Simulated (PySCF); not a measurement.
**CH4ClInS (SMILES [CH3][In]([SH])[Cl]): levels of theory compared**

We compute a comparison of 3 runs (PBE0/STO-3G, PBE0/def2-SVP, PBE0/def2-TZVP) of CH4ClInS. 

Program for the calculation: PySCF 2.14.0.

## 1. The system as given

CH4ClInS has 8 atoms, charge 0, and is taken as a singlet. SMILES: `[CH3][In]([SH])[Cl]`. The shape is that of a PBE0-D4/def2-TZVP optimisation. This is one conformer, not always the lowest.

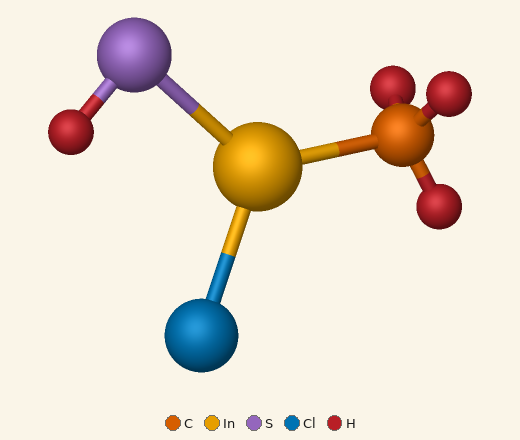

The structure, seen from a chosen angle (carbon orange, indium amber, sulfur purple, chlorine blue, hydrogen red).

## 2. A single-point energy at PBE0/STO-3G (run 1)

calc.py reads:

```python
# [CH3][In]([SH])[Cl]
from pyscf import gto, dft

mol = gto.M(
    atom=[
    ('C', (-0.140100, 1.518800, -0.451300)),
    ('In', (-0.068500, -0.535000, 0.106500)),
    ('S', (1.651500, -1.774400, 1.173800)),
    ('Cl', (-1.915300, -1.907200, -0.344500)),
    ('H', (-1.078500, 1.713900, -0.967500)),
    ('H', (-0.073000, 2.139500, 0.442200)),
    ('H', (0.700000, 1.748500, -1.106500)),
    ('H', (0.923900, -2.904000, 1.147500)),
],
    max_memory=1860,
    verbose=4,
    spin=0,
    charge=0,
    basis='sto-3g',
)

ks = dft.RKS(mol, xc='pbe0')
ks.grids.level = 4
ks.conv_tol = 1e-10
ks.kernel()
if not ks.converged:
    ks = ks.newton().run(ks.mo_coeff, ks.mo_occ)

etot = ks.e_tot
print('E(%s) = %.9f' % ('PBE0', etot))
```

On the command line:

```console
$ OMP_NUM_THREADS=1 python calc.py
```

Log:

```text
PySCF version 2.14.0

[... 75 lines left out ...]
converged SCF energy = -6573.42064805613
E(PBE0) = -6573.420648056
```

Wall time 9 s (1 thread of Intel Xeon Platinum 8488C (Sapphire Rapids), shared host); peak memory 0.34 GiB.

## 3. A single-point energy at PBE0/def2-SVP (core potential) (run 2)

input.py reads:

```python
from pyscf import gto, dft

system = gto.M(
    atom=[
    ('C', (-0.140100, 1.518800, -0.451300)),
    ('In', (-0.068500, -0.535000, 0.106500)),
    ('S', (1.651500, -1.774400, 1.173800)),
    ('Cl', (-1.915300, -1.907200, -0.344500)),
    ('H', (-1.078500, 1.713900, -0.967500)),
    ('H', (-0.073000, 2.139500, 0.442200)),
    ('H', (0.700000, 1.748500, -1.106500)),
    ('H', (0.923900, -2.904000, 1.147500)),
],
    basis='def2-svp',
    verbose=3,
    ecp={'In': 'def2-svp'},
    max_memory=1860,
)

ks = dft.RKS(system)
ks.xc = 'pbe0'
ks.conv_tol = 1e-10
ks.grids.level = 4
ks.kernel()
if not ks.converged:
    ks = ks.newton().run(ks.mo_coeff, ks.mo_occ)

energy = ks.e_tot
print('E(%s) = %.9f' % ('PBE0', energy))
```

On the command line:

```console
$ OMP_NUM_THREADS=1 python input.py
```

Log:

```text
converged SCF energy = -1088.48319474721
E(PBE0) = -1088.483194747
```

It took 15 s on 1 thread of Intel Xeon Platinum 8488C (Sapphire Rapids), shared host; peak memory 0.49 GiB.

## 4. A single-point energy at PBE0/def2-TZVP (core potential) (run 3)

run.py reads:

```python
from pyscf import gto, dft

mol = gto.M(
    atom='''
C     -0.140100     1.518800    -0.451300
In    -0.068500    -0.535000     0.106500
S      1.651500    -1.774400     1.173800
Cl    -1.915300    -1.907200    -0.344500
H     -1.078500     1.713900    -0.967500
H     -0.073000     2.139500     0.442200
H      0.700000     1.748500    -1.106500
H      0.923900    -2.904000     1.147500
''',
    ecp={'In': 'def2-svp'},
    verbose=3,
    charge=0,
    basis='def2-tzvp',
    spin=0,
    max_memory=1860,
)

myscf = dft.RKS(mol)
myscf.xc = 'pbe0'
myscf.grids.level = 4
myscf.conv_tol = 1e-10
myscf.kernel()
if not myscf.converged:
    myscf = myscf.newton().run(myscf.mo_coeff, myscf.mo_occ)

etot = myscf.e_tot
print(f'total energy: {etot:.8f} hartree')
```

On the command line:

```console
$ OMP_NUM_THREADS=1 python run.py
```

Log:

```text
converged SCF energy = -1088.83391571442
total energy: -1088.83391571 hartree
```

It took 37 s on 1 thread of Intel Xeon Platinum 8488C (Sapphire Rapids), shared host; peak memory 1.6 GiB.

## 5. Overview of the runs

```tsv
run	level	core potential	energy (Eh)	dipole moment (D)	HOMO energy (eV)	LUMO energy (eV)	wall time
1	PBE0/STO-3G	–	-6573.420648	2.51	-4.37	1.90	9 s
2	PBE0/def2-SVP (core potential)	def2-svp	-1088.483195	2.37	-7.51	-1.12	15 s
3	PBE0/def2-TZVP (core potential)	def2-svp	-1088.833916	2.63	-7.66	-1.26	37 s
```

## 6. Outcome

```
            quantity           value
 run 3: total energy  -1088.83392 Eh
run 3: dipole moment          2.63 D
  run 3: HOMO energy        -7.66 eV
  run 3: LUMO energy        -1.26 eV
run 3: HOMO–LUMO gap         6.40 eV
```

The dipole moment (its size) runs from 2.37 D (PBE0/def2-SVP) to 2.63 D (PBE0/def2-TZVP). The HOMO–LUMO gap runs from 6.27 eV (PBE0/STO-3G) to 6.40 eV (PBE0/def2-TZVP). The two ends differ in basis and core potential. Some runs of one species differ in core potentials or relativity; totals across that change don't compare. In run 1 the basis is minimal, so the values are rough. In run 1 relativity is left out where basis or elements ask for it. All runs together took 61 s, the longest 37 s.
